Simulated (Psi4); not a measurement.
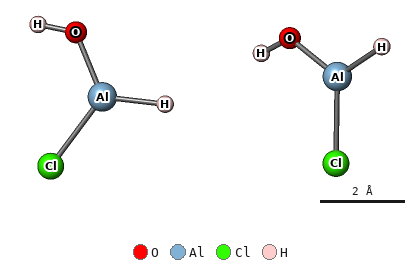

**Figure 1.** The input geometry (ball-and-stick view, seen at a tilt). Sticks mark near contacts. Bond lengths as drawn: Al–Cl 2.10 Å, Al–H 1.56 Å, Al–O 1.68 Å and H–O 0.96 Å.

Run report: Al₂H₄Cl₂O₂, interaction calculation (part 1 of 2)

Al₂H₄Cl₂O₂, SMILES [OH][AlH][Cl].[OH][AlH][Cl], computed with SVWN-RPA/jun-cc-pVDZ, RKS (Psi4 1.11).

### Output
```
Psi4 1.11 release

  //>>>>>>>>>>>>>>>>>>>>>>>>>>>>>>>>>>>//
  //   ManyBody Setup: N-Body Levels 2 //
  //<<<<<<<<<<<<<<<<<<<<<<<<<<<<<<<<<<<//

    Model chemistry "(auto)" (§A):          3
        Number of 1-body computations:      2 (nocp: 2, cp: 0, vmfc_compute: 0)
        Number of 2-body computations:      1 (nocp: 1, cp: 0, vmfc_compute: 0)

    -----------------------------------------------------------------------
                               Psi4 1.11 release

    h
    h
    h

    -----------------------------------------------------------------------

    Memory:     1.5 GiB
    Threads:    1
                ecpint, einsums, f̶o̶r̶t̶e̶, gauxc, gcp, g̶d̶m̶a̶, geometric, g̶p̶u̶_̶d̶f̶c̶c̶,
                i̶n̶t̶e̶g̶r̶a̶t̶o̶r̶x̶x̶, i̶p̶i̶, libefp, m̶d̶i̶, m̶p̶2̶d̶, m̶r̶c̶c̶, ooo,
                o̶p̶e̶n̶f̶e̶r̶m̶i̶o̶n̶p̶s̶i̶4̶, pcmsolver, p̶s̶i̶4̶f̶o̶c̶k̶c̶i̶, p̶s̶i̶x̶a̶s̶,
                p̶y̶e̶i̶n̶s̶u̶m̶s̶, r̶e̶s̶p̶, s̶i̶m̶i̶n̶t̶, s̶n̶s̶m̶p̶2̶,
                v̶2̶r̶d̶m̶_̶c̶a̶s̶s̶c̶f̶

   => Loading Basis Set <=

    Name: JUN-CC-PVDZ
    Role: ORBITAL
    Keyword: BASIS

         ---------------------------------------------------------
                                   SCF
                              RKS Reference
                        1 Threads,   1525 MiB Core
         ---------------------------------------------------------

  ==> Geometry <==

    Molecular point group: c1
    Full point group: C1

    Geometry (in Bohr), charge = 0, multiplicity = 1:

       Center              X                  Y                   Z               Mass
    ------------   -----------------  -----------------  -----------------  -----------------
         O           -2.116606644080     0.728753983022    -0.956428186617    15.994914619570
         AL           0.795650287863     0.377264923686     0.275484274569    26.981538530000
         CL           2.088033985063    -3.232678893776     1.268157408272    34.968852682000
         H           -3.268205744934    -0.631848827308    -1.249524708675     1.007825032230
         H            2.501128116089     2.758508814376     0.662311212450     1.007825032230

  Running in c1 symmetry.

  Rotational constants: A =      0.81444  B =      0.09332  C =      0.08372 [cm^-1]
  Rotational constants: A =  24416.18654  B =   2797.51567  C =   2509.93650 [MHz]
  Nuclear repulsion =  129.301590769675926

  Charge       = 0
  Multiplicity = 1
  Electrons    = 40
  Nalpha       = 20
  Nbeta        = 20

  ==> Algorithm <==

  SCF Algorithm Type is DF.
  DIIS enabled.
  MOM disabled.
  Fractional occupation disabled.
  Guess Type is SAD.
  Energy threshold   = 1.00e-06
  Density threshold  = 1.00e-06
  Integral threshold = 1.00e-12

  ==> Primary Basis <==

  Basis Set: JUN-CC-PVDZ
    Blend: JUN-CC-PVDZ
    Number of shells: 34
    Number of basis functions: 72
    Number of Cartesian functions: 75
    Spherical Harmonics?: true
    Max angular momentum: 2

  ==> DFT Potential <==

   => LibXC <=

    Version 7.1.2

   => Composite Functional: SVWN <=

    Slater exchange
    Vosko, Wilk & Nusair (VWN5_RPA)

    Deriv               =              1
    GGA                 =          FALSE
    Meta                =          FALSE

    Exchange Hybrid     =          FALSE
    MP2 Hybrid          =          FALSE

   => Exchange Functionals <=

    1.0000         XC_LDA_X

   => Correlation Functionals <=

    1.0000   XC_LDA_C_VWN_RPA

   => LibXC Density Thresholds  <==

    XC_LDA_C_VWN_RPA:  1.00E-15
    XC_LDA_X:  1.00E-15

   => Molecular Quadrature <=

    Radial Scheme          =       TREUTLER
    Pruning Scheme         =           NONE
    Nuclear Scheme         =       TREUTLER

    Blocking Scheme        =         OCTREE
    BS radius alpha        =              1
    Pruning alpha          =              1
    Radial Points          =             75
    Spherical Points       =            302
    Total Points           =         110613
    Total Blocks           =            899
    Max Points             =            256
    Max Functions          =             72
    Weights Tolerance      =       1.00E-15

   => Loading Basis Set <=

    Name: (JUN-CC-PVDZ AUX)
    Role: JKFIT
    Keyword: DF_BASIS_SCF

  ==> Integral Setup <==

  DFHelper Memory: AOs need 0.016 GiB; user supplied 1.066 GiB.
  SCF_SUBTYPE=INCORE selected. In-core MEM_DF algorithm will be used.
  Using in-core AOs.

  ==> MemDFJK: Density-Fitted J/K Matrices <==

    J tasked:                   Yes
    K tasked:                    No
    wK tasked:                   No
    Memory [MiB]:              1091
    Algorithm:                 Core
    Schwarz Cutoff:           1E-12
    Mask sparsity (%):       0.0000
    Fitting Condition:        1E-10

   => Auxiliary Basis Set <=

  Basis Set: (JUN-CC-PVDZ AUX)
    Blend: JUN-CC-PVDZ-JKFIT
    Number of shells: 123
    Number of basis functions: 367
    Number of Cartesian functions: 421
    Spherical Harmonics?: true
    Max angular momentum: 3

  Cached 100.0% of DFT collocation blocks in 0.052 [GiB].

  Minimum eigenvalue in the overlap matrix is 2.2595308606E-03.
  Reciprocal condition number of the overlap matrix is 4.0229037786E-04.
    Using symmetric orthogonalization.

  ==> Pre-Iterations <==

  SCF Guess: Superposition of Atomic Densities via on-the-fly atomic UHF (no occupation information).

   -------------------------
    Irrep   Nso     Nmo
   -------------------------
     A         72      72
   -------------------------
    Total      72      72
   -------------------------

  ==> Iterations <==

                           Total Energy        Delta E     RMS |[F,P]|

   @DF-RKS iter SAD:  -776.44761529357538   -7.76448e+02   0.00000e+00
   @DF-RKS iter   1:  -776.56205166533289   -1.14436e-01   1.24654e-02 ADIIS/DIIS
   @DF-RKS iter   2:  -773.81199247888662    2.75006e+00   3.15673e-02 ADIIS/DIIS
   @DF-RKS iter   3:  -776.85234570932857   -3.04035e+00   3.51627e-03 ADIIS/DIIS
   @DF-RKS iter   4:  -776.88000496147299   -2.76593e-02   2.00321e-03 ADIIS/DIIS
   @DF-RKS iter   5:  -776.89126490541992   -1.12599e-02   4.73043e-04 ADIIS/DIIS
   @DF-RKS iter   6:  -776.89192856751299   -6.63662e-04   1.70321e-04 ADIIS/DIIS
   @DF-RKS iter   7:  -776.89200894423971   -8.03767e-05   4.50017e-05 DIIS
   @DF-RKS iter   8:  -776.89201346033815   -4.51610e-06   1.22083e-05 DIIS
   @DF-RKS iter   9:  -776.89201379498763   -3.34649e-07   2.44806e-06 DIIS
   @DF-RKS iter  10:  -776.89201380892246   -1.39348e-08   4.09837e-07 DIIS
  Energy and wave function converged.

  ==> Post-Iterations <==

   Electrons on quadrature grid:
      Ntotal   =   40.0000122692 ; deviation = 1.227e-05

    Orbital Energies [Eh]
    ---------------------

    Doubly Occupied:

       1A   -100.325703     2A    -55.184682     3A    -18.641739
       4A     -9.155545     5A     -7.011346     6A     -7.007108
       7A     -7.006145     8A     -3.968721     9A     -2.602358
      10A     -2.599391    11A     -2.595703    12A     -0.926129
      13A     -0.764973    14A     -0.499304    15A     -0.403791
      16A     -0.346454    17A     -0.332280    18A     -0.324433
      19A     -0.313901    20A     -0.306701

    Virtual:

      21A     -0.086135    22A     -0.071527    23A     -0.025511
      24A     -0.001689    25A      0.007110    26A      0.014387
      27A      0.034796    28A      0.054271    29A      0.071013
      30A      0.074640    31A      0.078745    32A      0.089157
      33A      0.112540    34A      0.130251    35A      0.148019
      36A      0.181467    37A      0.182774    38A      0.220614
      39A      0.235858    40A      0.247321    41A      0.259530
      42A      0.276201    43A      0.284548    44A      0.343227
      45A      0.427376    46A      0.500717    47A      0.625827
      48A      0.637970    49A      0.660659    50A      0.663374
      51A      0.679107    52A      0.710682    53A      0.762254
      54A      0.770913    55A      0.863247    56A      0.902953
      57A      1.017022    58A      1.032521    59A      1.155641
      60A      1.183639    61A      1.279927    62A      1.342502
      63A      1.424126    64A      1.533920    65A      1.747459
      66A      1.914354    67A      2.077061    68A      2.523768
      69A      2.637783    70A      2.789574    71A      2.842084
      72A      3.539986

    Final Occupation by Irrep:
              A
    DOCC [    20 ]
    NA   [    20 ]
    NB   [    20 ]

  @DF-RKS Final Energy:  -776.89201380892246

   => Energetics <=

    Nuclear Repulsion Energy =            129.3015907696759257
    One-Electron Energy =               -1334.8634913923951899
    Two-Electron Energy =                 482.6396249927435065
    DFT Exchange-Correlation Energy =     -53.9697381789466490
    Empirical Dispersion Energy =           0.0000000000000000
    VV10 Nonlocal Energy =                  0.0000000000000000
    Total Energy =                       -776.8920138089224565

Computation Completed

Properties will be evaluated at   0.000000,   0.000000,   0.000000 [a0]

Properties computed using the SCF density matrix

 Multipole Moments:

 ------------------------------------------------------------------------------------
     Multipole            Electronic (a.u.)      Nuclear  (a.u.)        Total (a.u.)
 ------------------------------------------------------------------------------------

 L = 1.  Multiply by 2.5417464519 to convert [e a0] to [Debye]
 Dipole X            :        -28.3933822           28.1401007           -0.2532815
 Dipole Y            :         42.0669458          -42.0944053           -0.0274596
 Dipole Z            :        -17.0007035           16.9013325           -0.0993710
 Magnitude           :                                                    0.2734595

 ------------------------------------------------------------------------------------

	total time  =          3 seconds =       0.05 minutes

    Psi4 run time: 0:00:02.71

    -----------------------------------------------------------------------
                               Psi4 1.11 release

    h
    h
    h

    -----------------------------------------------------------------------

    Memory:     1.5 GiB
    Threads:    1
                ecpint, einsums, f̶o̶r̶t̶e̶, gauxc, gcp, g̶d̶m̶a̶, geometric, g̶p̶u̶_̶d̶f̶c̶c̶,
                i̶n̶t̶e̶g̶r̶a̶t̶o̶r̶x̶x̶, i̶p̶i̶, libefp, m̶d̶i̶, m̶p̶2̶d̶, m̶r̶c̶c̶, ooo,
                o̶p̶e̶n̶f̶e̶r̶m̶i̶o̶n̶p̶s̶i̶4̶, pcmsolver, p̶s̶i̶4̶f̶o̶c̶k̶c̶i̶, p̶s̶i̶x̶a̶s̶,
                p̶y̶e̶i̶n̶s̶u̶m̶s̶, r̶e̶s̶p̶, s̶i̶m̶i̶n̶t̶, s̶n̶s̶m̶p̶2̶,
                v̶2̶r̶d̶m̶_̶c̶a̶s̶s̶c̶f̶

  ==> Geometry <==

    Molecular point group: c1
    Full point group: C1

    Geometry (in Bohr), charge = 0, multiplicity = 1:

       Center              X                  Y                   Z               Mass
    ------------   -----------------  -----------------  -----------------  -----------------
         O            3.686439931021     8.368236406842    -2.563262311093    15.994914619570
         AL           5.897967518383     9.767427424654    -0.753887340490    26.981538530000
         CL           9.056550250779     7.698744235115     0.442479372276    34.968852682000
         H            3.757134585374     6.647168338082    -3.107541229748     1.007825032230
         H            5.562427747546    12.601449695003     0.010525774519     1.007825032230

  Running in c1 symmetry.

  Rotational constants: A =      0.13132  B =      0.00618  C =      0.00593 [cm^-1]
  Rotational constants: A =   3936.93041  B =    185.17598  C =    177.78299 [MHz]
  Nuclear repulsion =  129.301466976800924

  Charge       = 0
  Multiplicity = 1
  Electrons    = 40
  Nalpha       = 20
  Nbeta        = 20

   => Molecular Quadrature <=

    Radial Scheme          =       TREUTLER
    Pruning Scheme         =           NONE
    Nuclear Scheme         =       TREUTLER

    Blocking Scheme        =         OCTREE
    BS radius alpha        =              1
    Pruning alpha          =              1
    Radial Points          =             75
    Spherical Points       =            302
    Total Points           =         110614
    Total Blocks           =            905
    Max Points             =            256
    Max Functions          =             72
    Weights Tolerance      =       1.00E-15

   => Auxiliary Basis Set <=

  Basis Set: (JUN-CC-PVDZ AUX)
    Blend: JUN-CC-PVDZ-JKFIT
    Number of shells: 123
    Number of basis functions: 367
    Number of Cartesian functions: 421
    Spherical Harmonics?: true
    Max angular momentum: 3

  Cached 100.0% of DFT collocation blocks in 0.051 [GiB].

  Minimum eigenvalue in the overlap matrix is 2.2595399223E-03.
  Reciprocal condition number of the overlap matrix is 4.0229199638E-04.
    Using symmetric orthogonalization.

  ==> Iterations <==

                           Total Energy        Delta E     RMS |[F,P]|
```
